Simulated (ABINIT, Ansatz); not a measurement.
# A GW run on KBr (Fm-3m) in ABINIT, with inputs changed

Aim: change inputs of a GW run on KBr (Fm-3m) and see what moves.

Method: LDA and many-body steps on it, plane waves, in ABINIT 10.8.3.

## 1. The starting structure

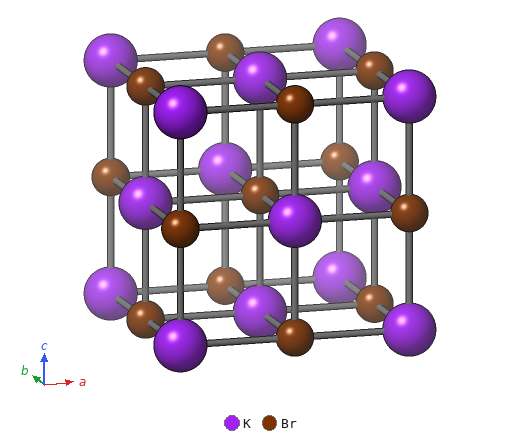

The starting structure, seen slightly off an axis (potassium purple, bromine brown). This picture shows the conventional cell, with its axes. Some periodic images of atoms are drawn too.

The cell and positions come from the Crystallography Open Database and are kept as given unless a step says otherwise.

## 2. Screening, 4×4×4 mesh, 95 bands, screening to 141.5 eV

This step: ABINIT 10.8.3; RPA screening on LDA, plane waves, norm-conserving pseudopotentials.

The RPA dielectric matrix is built and inverted for each q.

run.abi

```
acell 3*1.0 Angstrom
rprim 
  0.000000000000 3.300000000000 3.300000000000
  3.300000000000 0.000000000000 3.300000000000
  3.300000000000 3.300000000000 0.000000000000
ntypat 2
znucl 19 35
natom 2
typat 1 2
xred 
  0.000000000000 0.000000000000 0.000000000000
  0.500000000000 0.500000000000 0.500000000000
pp_dirpath "pseudos"
pseudos "K.upf, Br.upf"
ecut 32
ngkpt 4 4 4
nshiftk 1
shiftk 0 0 0
kptopt 1
chksymbreak 0
istwfk *1
occopt 1
irdwfk 1
optdriver 3
nband 95
ecuteps 5.2
inclvkb 2
awtr 1
symchi 1
indata_prefix "in"
outdata_prefix "out"
tmpdata_prefix "tmp"
```

On the command line:

```bash
$ OMP_NUM_THREADS=1 mpirun -n 4 abinit run.abi > log
```

The program printed:

```text
.Version 10.8.3 of ABINIT. v10.8.2 released Aug 2026.

 Symmetries : space group Fm -3 m (#225); Bravais cF (face-center cubic)
[... echo of the input left out ...]
== DATASET  1 ==================================================================
-   mpi_nproc: 4, omp_nthreads: 1 (-1 if OMP is not activated)

--- !DatasetInfo
iteration_state: {dtset: 1, }
dimensions: {natom: 2, nkpt: 8, mband: 95, nsppol: 1, nspinor: 1, nspden: 1, mpw: 4279, }
cutoff_energies: {ecut:  32.0, pawecutdg:  -1.0, }
electrons: {nelect:   1.60000000E+01, charge:   0.00000000E+00, occopt:   1.00000000E+00, tsmear:   1.00000000E-02, }

 SCREENING: Calculation of the susceptibility and dielectric matrices

 Based on a program developped by R.W. Godby, V. Olevano, G. Onida, and L. Reining.
 Incorporated in ABINIT by V. Olevano, G.-M. Rignanese, and M. Torrent.
.Using double precision arithmetic ; gwpc =  8

[... cell and pseudopotentials left out ...]
--------------------------------------------------------------------------------

 ==== K-mesh for the wavefunctions ====
 Number of points in the irreducible wedge :     8
[... list of points left out ...]
 Together with 48 symmetry operations and time-reversal symmetry
 yields    64 points in the full Brillouin Zone.

 ==== Q-mesh for the screening function ====
 Number of points in the irreducible wedge :     8
[... list of points left out ...]
 Together with 48 symmetry operations and time-reversal symmetry
 yields    64 points in the full Brillouin Zone.

 setmesh: FFT mesh size selected  =    32x   32x   32
          total number of points  =        32768

 vcoul_init : cutoff-mode = AUXILIARY_FUNCTION
 q-points for optical limit:   1
     1)      0.000010    0.000020    0.000030

- screening: taking advantage of time-reversal symmetry
- Maximum band index for partially occupied states nbvw = 8
- Remaining bands to be divided among processors   nbcw = 87
- Number of bands treated by each node ~21

 Number of electrons calculated from density =   16.0000; Expected =   16.0000
 average of density, n =  0.032988
 r_s =    1.9343
 omega_plasma =   17.5199 [eV]

 calculating chi0 at frequencies [eV] :
  1    0.000000E+00    0.000000E+00
  2    0.000000E+00    1.751989E+01

--------------------------------------------------------------------------------
  q-point number  1        q = ( 0.000000, 0.000000, 0.000000) [r.l.u.]
--------------------------------------------------------------------------------
[... chi0 elements left out ...]
 For q-point:  0.000010 0.000020 0.000030
  dielectric constant =   2.4992
  dielectric constant without local fields =   2.9940

  Average fulfillment of the sum rule on Im[epsilon] for q-point    1 :     72.71  [%]
[... wings left out ...]
  q-point number  2        q = ( 0.250000, 0.000000, 0.000000) [r.l.u.]
--------------------------------------------------------------------------------
[... chi0 elements left out ...]
  Average fulfillment of the sum rule on Im[epsilon] for q-point    2 :     82.16  [%]

 [... 6 further q-points ...]
```

Run time: 21 s. Hardware: 4 MPI ranks of Arm Neoverse V2, shared host; peak memory 0.96 GiB.

Numbers from this step:

| Property | Result |
| --- | --- |
| ε∞ with local fields, on this mesh, along the program's q direction | 2.499 |
| the same without local fields | 2.994 |
| plasma frequency | 17.52 eV |
| plane waves in the screening matrix | 283 |

Local fields lower ε∞ by 17 %.

## 3. Base

The self-energy is evaluated for the states that the input lists, and the levels follow from it, in one-shot runs by the linearised quasiparticle equation.

This step: G0W0 on LDA, plane waves, norm-conserving pseudopotentials.

Changes to run.abi since step 2:

```diff
@@ -23,8 +23,15 @@
 irdwfk 1
-optdriver 3
+optdriver 4
 nband 95
+gwcalctyp 0
+ecutsigx 32
+symsigma 1
+nkptgw 1
+kptgw 
+  0.0000000000 0.0000000000 0.0000000000
+bdgw 
+  6 12
 ecuteps 5.2
-inclvkb 2
-awtr 1
-symchi 1
+irdscr 1
+ppmodel 1
 indata_prefix "in"
```

The program printed:

```text
.Version 10.8.3 of ABINIT. v10.8.2 released Aug 2026.

 Symmetries : space group Fm -3 m (#225); Bravais cF (face-center cubic)
[... echo of the input left out ...]
== DATASET  1 ==================================================================
-   mpi_nproc: 4, omp_nthreads: 1 (-1 if OMP is not activated)

--- !DatasetInfo
iteration_state: {dtset: 1, }
dimensions: {natom: 2, nkpt: 8, mband: 95, nsppol: 1, nspinor: 1, nspden: 1, mpw: 4279, }
cutoff_energies: {ecut:  32.0, pawecutdg:  -1.0, }
electrons: {nelect:   1.60000000E+01, charge:   0.00000000E+00, occopt:   1.00000000E+00, tsmear:   1.00000000E-02, }

 SIGMA: Calculation of the GW corrections

 Based on a program developped by R.W. Godby, V. Olevano, G. Onida, and L. Reining.
 Incorporated in ABINIT by V. Olevano, G.-M. Rignanese, and M. Torrent.
.Using double precision arithmetic ; gwpc =  8

[... cell and pseudopotentials left out ...]
--------------------------------------------------------------------------------

 ==== K-mesh for the wavefunctions ====
 Number of points in the irreducible wedge :     8
[... list of points left out ...]
 Together with 48 symmetry operations and time-reversal symmetry
 yields    64 points in the full Brillouin Zone.

 ==== Q-mesh for screening function ====
 Number of points in the irreducible wedge :     8
[... list of points left out ...]
 Together with 48 symmetry operations and time-reversal symmetry
 yields    64 points in the full Brillouin Zone.

 vcoul_init : cutoff-mode = AUXILIARY_FUNCTION
 q-points for optical limit:   1
     1)      0.000010    0.000020    0.000030
 setmesh: FFT mesh size selected  =    45x   45x   45
          total number of points  =        91125

 Number of electrons calculated from density =   16.0000; Expected =   16.0000
 average of density, n =  0.032988
 r_s =    1.9343
 omega_plasma =   17.5199 [eV]

 === KS Band Gaps ===
  >>>> For spin  1
   Minimum direct gap =   4.0319 [eV], located at k-point      :   0.0000  0.0000  0.0000
   Fundamental gap    =   4.0319 [eV], Top of valence bands at :   0.0000  0.0000  0.0000
                                       Bottom of conduction at :   0.0000  0.0000  0.0000
 SIGMA fundamental parameters:
 PLASMON POLE MODEL  1
 number of plane-waves for SigmaX                 4279
 number of plane-waves for SigmaC and W            283
 number of plane-waves for wavefunctions          4279
 number of bands                                    95
 number of independent spin polarizations            1
 number of spinorial components                      1
 number of k-points in IBZ                           8
 number of q-points in IBZ                           8
 number of symmetry operations                      48
 number of k-points in BZ                           64
 number of q-points in BZ                           64
 number of frequencies for dSigma/dE                 9
 frequency step for dSigma/dE [eV]                0.25
 number of omega for Sigma on real axis              0
 max omega for Sigma on real axis  [eV]           0.00
 zcut for avoiding poles [eV]                     0.10

 EPSILON^-1 parameters (SCR file):
 dimension of the eps^-1 matrix on file            283
 dimension of the eps^-1 matrix used               283
 number of plane-waves for wavefunctions          4279
 number of bands                                    95
 number of q-points in IBZ                           8
 number of frequencies                               2
 number of real frequencies                          1
 number of imag frequencies                          1

 matrix elements of self-energy operator (all in [eV])

 Perturbative Calculation

--- !SelfEnergy_ee
iteration_state: {dtset: 1, }
kpoint     : [   0.000,    0.000,    0.000, ]
spin       : 1
KS_gap     :    4.032
QP_gap     :    6.785
Delta_QP_KS:    2.753
data: !SigmaeeData |
     Band     E0 <VxcDFT>   SigX SigC(E0)      Z dSigC/dE  Sig(E)    E-E0       E
        6  -0.201 -12.640 -16.505   1.837   0.810  -0.235 -14.282  -1.641  -1.843
        7  -0.201 -12.640 -16.505   1.837   0.810  -0.235 -14.282  -1.641  -1.843
        8  -0.201 -12.640 -16.505   1.837   0.810  -0.235 -14.282  -1.641  -1.843
        9   3.831  -7.272  -3.194  -2.786   0.861  -0.162  -6.161   1.111   4.942
       10   7.158  -8.721  -3.699  -2.973   0.855  -0.170  -6.969   1.752   8.910
       11   7.158  -8.721  -3.699  -2.973   0.855  -0.170  -6.969   1.752   8.910
       12   7.158  -8.721  -3.699  -2.973   0.855  -0.170  -6.969   1.752   8.910

== END DATASET(S) ==============================================================
================================================================================

 -outvars: echo values of variables after computation  --------
           etotal      0.0000000000E+00
            nband          95
             nkpt           8
          spgroup         225
 [... the other variables as echoed above ...]

 Calculation completed.
```

It took 6.7 s on 4 MPI ranks; peak memory 0.98 GiB; 26 s of CPU time.

This step gave:

```yaml
g0w0_gap_on_the_points_computed: 6.785 eV
starting_gap_on_the_mesh: 4.032 eV
k_of_the_valence_top: 0, 0, 0
k_of_the_conduction_bottom: 0, 0, 0
z_at_the_valence_top: 0.81
z_at_the_conduction_bottom: 0.861
least_direct_g0w0_gap_on_the_computed_points: 6.785 eV
```

The gap on the mesh goes from 4.03 eV to 6.79 eV, a correction of +2.75 eV.

## 4. No symmetry in the self-energy

Changes to run.abi since step 3:

```diff
@@ -27,3 +27,3 @@
 ecutsigx 32
-symsigma 1
+symsigma 0
 nkptgw 1
```

The program printed:

```text
.Version 10.8.3 of ABINIT. v10.8.2 released Aug 2026.

 Symmetries : space group Fm -3 m (#225); Bravais cF (face-center cubic)
[... echo of the input left out ...]
== DATASET  1 ==================================================================
-   mpi_nproc: 4, omp_nthreads: 1 (-1 if OMP is not activated)

--- !DatasetInfo
iteration_state: {dtset: 1, }
dimensions: {natom: 2, nkpt: 8, mband: 95, nsppol: 1, nspinor: 1, nspden: 1, mpw: 4279, }
cutoff_energies: {ecut:  32.0, pawecutdg:  -1.0, }
electrons: {nelect:   1.60000000E+01, charge:   0.00000000E+00, occopt:   1.00000000E+00, tsmear:   1.00000000E-02, }

 SIGMA: Calculation of the GW corrections

 Based on a program developped by R.W. Godby, V. Olevano, G. Onida, and L. Reining.
 Incorporated in ABINIT by V. Olevano, G.-M. Rignanese, and M. Torrent.
.Using double precision arithmetic ; gwpc =  8

[... cell and pseudopotentials left out ...]
--------------------------------------------------------------------------------

 ==== K-mesh for the wavefunctions ====
 Number of points in the irreducible wedge :     8
[... list of points left out ...]
 Together with 48 symmetry operations and time-reversal symmetry
 yields    64 points in the full Brillouin Zone.

 ==== Q-mesh for screening function ====
 Number of points in the irreducible wedge :     8
[... list of points left out ...]
 Together with 48 symmetry operations and time-reversal symmetry
 yields    64 points in the full Brillouin Zone.

 vcoul_init : cutoff-mode = AUXILIARY_FUNCTION
 q-points for optical limit:   1
     1)      0.000010    0.000020    0.000030
 setmesh: FFT mesh size selected  =    45x   45x   45
          total number of points  =        91125

 Number of electrons calculated from density =   16.0000; Expected =   16.0000
[...]
number of q-points in BZ                           64
 number of frequencies for dSigma/dE                 9
 frequency step for dSigma/dE [eV]                0.25
 number of omega for Sigma on real axis              0
 max omega for Sigma on real axis  [eV]           0.00
 zcut for avoiding poles [eV]                     0.10

 EPSILON^-1 parameters (SCR file):
 dimension of the eps^-1 matrix on file            283
 dimension of the eps^-1 matrix used               283
 number of plane-waves for wavefunctions          4279
 number of bands                                    95
 number of q-points in IBZ                           8
 number of frequencies                               2
 number of real frequencies                          1
 number of imag frequencies                          1

 matrix elements of self-energy operator (all in [eV])

 Perturbative Calculation

--- !SelfEnergy_ee
iteration_state: {dtset: 1, }
kpoint     : [   0.000,    0.000,    0.000, ]
spin       : 1
KS_gap     :    4.032
QP_gap     :    6.784
Delta_QP_KS:    2.753
data: !SigmaeeData |
     Band     E0 <VxcDFT>   SigX SigC(E0)      Z dSigC/dE  Sig(E)    E-E0       E
        6  -0.201 -12.640 -16.505   1.837   0.810  -0.235 -14.282  -1.642  -1.843
        7  -0.201 -12.640 -16.505   1.837   0.810  -0.235 -14.282  -1.641  -1.843
        8  -0.201 -12.640 -16.505   1.837   0.810  -0.235 -14.281  -1.641  -1.842
        9   3.831  -7.272  -3.194  -2.786   0.861  -0.162  -6.161   1.111   4.942
       10   7.158  -8.721  -3.699  -2.973   0.855  -0.170  -6.969   1.752   8.910
       11   7.158  -8.721  -3.699  -2.973   0.855  -0.170  -6.969   1.752   8.910
       12   7.158  -8.721  -3.699  -2.973   0.855  -0.170  -6.969   1.752   8.910

== END DATASET(S) ==============================================================
================================================================================

 -outvars: echo values of variables after computation  --------
           etotal      0.0000000000E+00
            nband          95
             nkpt           8
          spgroup         225
 [... the other variables as echoed above ...]

 Calculation completed.
```

It took 37 s on 4 MPI ranks; peak memory 1 GiB.

Numbers from this step:

```
G0W0 gap on the points computed              : 6.784 eV
starting gap on the mesh                     : 4.032 eV
k of the valence top                         : 0, 0, 0
k of the conduction bottom                   : 0, 0, 0
Z at the valence top                         : 0.81
Z at the conduction bottom                   : 0.861
least direct G0W0 gap on the computed points : 6.784 eV
```

Against G0W0 in ABINIT (4×4×4 mesh, 95 bands, screening to 141.5 eV, Godby-Needs plasmon pole), the gap moves by −0.001 eV.

## 5. A keyword of another program

Changes to run.abi since step 4:

```diff
@@ -27,3 +27,3 @@
 ecutsigx 32
-symsigma 0
+symsigma 1
 nkptgw 1
@@ -36,2 +36,3 @@
 ppmodel 1
+ecut_chi 100
 indata_prefix "in"
```

The program printed:

```text
.Version 10.8.3 of ABINIT. v10.8.2 released Aug 2026.

 Symmetries : space group Fm -3 m (#225); Bravais cF (face-center cubic)
================================================================================
 Values of the parameters that define the memory need of the present run
     intxc =       0    ionmov =       0      iscf =       7    lmnmax =       6
     lnmax =       6     mgfft =      48  mpssoang =       3    mqgrid =    3001
     natom =       2  nloc_mem =       1    nspden =       1   nspinor =       1
    nsppol =       1      nsym =      48    n1xccc =    2501    ntypat =       2
    occopt =       1   xclevel =       1
-    mband =          95        mffmem =           1         mkmem =           2
       mpw =        4279          nfft =      110592          nkpt =           8
================================================================================
  Rough estimation (10% accuracy) of disk space for files :
================================================================================

--------------------------------------------------------------------------------
------------- Echo of variables that govern the present computation ------------
--------------------------------------------------------------------------------
 -outvars: echo values of preprocessed input variables --------
            acell      1.8897261259E+00  1.8897261259E+00  1.8897261259E+00 Bohr

             bdgw           6      12
      chksymbreak           0
             ecut      3.20000000E+01 Hartree
          ecuteps      5.20000000E+00 Hartree
         ecutsigx      3.20000000E+01 Hartree
          ecutwfn      3.20000000E+01 Hartree
-          fftalg         312
           irdscr           1
           irdwfk           1

              ixc       -1012
[...]
npwsigx        4279
           npwwfn        4279
             nsym          48
           ntypat           2
              occ      2.000000  2.000000  2.000000  2.000000  2.000000  2.000000
                       2.000000  2.000000  0.000000  0.000000  0.000000  0.000000
                       0.000000  0.000000  0.000000  0.000000  0.000000  0.000000
                       0.000000  0.000000  0.000000  0.000000  0.000000  0.000000
[...]
0.000000  0.000000  0.000000  0.000000  0.000000  0.000000
   [... 5 further rows ...]
                       0.000000  0.000000  0.000000  0.000000  0.000000  0.000000
                       0.000000  0.000000  0.000000  0.000000  0.000000
        optdriver           4
            rprim      0.0000000000E+00  3.3000000000E+00  3.3000000000E+00
[...]
3.3000000000E+00  3.3000000000E+00  0.0000000000E+00
          spgroup         225

             xred      0.0000000000E+00  0.0000000000E+00  0.0000000000E+00
                       5.0000000000E-01  5.0000000000E-01  5.0000000000E-01
            znucl       19.00000   35.00000

================================================================================

 chkinp: Checking input parameters for consistency.

--- !ERROR
message: |
    Found token: `ECUT_CHI` in the input file.
    This name is not one of the registered input variable names (see
    Action: check your input file. Perhaps you mistyped the input variable,
    or specified "img", although this was not permitted for this input variable.

--- !ERROR
message: |
    Found token: `ECUT_CHI` in the input file.
    This name is not one of the registered input variable names (see
    Action: check your input file. Perhaps you mistyped the input variable,
    or specified "img", although this was not permitted for this input variable.

--- from the log ---
Found token: `ECUT_CHI` in the input file.
    This name is not one of the registered input variable names (see
    Action: check your input file. Perhaps you mistyped the input variable,
    or specified "img", although this was not permitted for this input variable.
```

It took 0.67 s on 4 MPI ranks; peak memory 0.06 GiB.

The run stopped with an error after 0.67 s.

The program's words: Found token: `ECUT_CHI` in the input file. This name is not one of the registered input variable names (see Action: check your input file. Perhaps you mistyped the input variable, or specified "img", although this was not permitted for this input variable.

The fault put into this input: a keyword of another program.

## 6. Side by side

Times are wall times on 4 MPI ranks of Arm Neoverse V2, shared host, good to a factor of about two. A run's time includes the screening step that it read.

```
                           run   mesh  bands  screening cutoff (eV)  DFT gap (eV)  gap on the mesh (eV)  direct (eV)  ε∞ used  time
                          base  4×4×4     95                  141.5         4.032                 6.785        6.785     2.50  27 s
no symmetry in the self-energy  4×4×4     95                  141.5         4.032                 6.784        6.784     2.50  58 s
```

## 7. Summary of results

```json
{
 "base": "6.785 eV",
 "no symmetry in the self-energy": "6.784 eV",
 "known limits": "not at the basis limit; no spin-orbit coupling"
}
```

What this shows: No symmetry in the self-energy: no change against base (keys changed: symsigma). Bands and cutoff are finite, so the gap is not at the basis limit. The miss can reach some tenths of an eV and take either sign; the mesh is an error of its own. In the G0W0 runs levels were corrected at 1 k point alone, so a gap called «on the mesh» is the least over those, and an edge elsewhere would be missed. The many-body steps are scalar-relativistic: spin-orbit coupling is not in them.

[Paths, hosts, dates, memory and timing lines, banners, echoed tables and standing remarks are left out of the program output.]

[Logs are printed without paths, hosts, clocks, repeated set-up lines and the standing remarks that a program may print on its own settings, such as how far it seeks lower states.]

[Runs of the session that timed out or met a known fault of the program may be left out.]

[Hosts, paths, dates, database ids (printed as entryN), source tags and the programs' standing remarks are cut or masked in the printed files.]

[G0W0 gaps are taken among the corrected bands and points alone; a level outside them can change the order at an edge.]

[Where Ansatz stands beside ABINIT at settings called matched, ABINIT's density can come from a denser mesh and the files from another edition; pairs whose starting gaps differed by over 0.03 eV were left out, so agreement reads better than it is.]
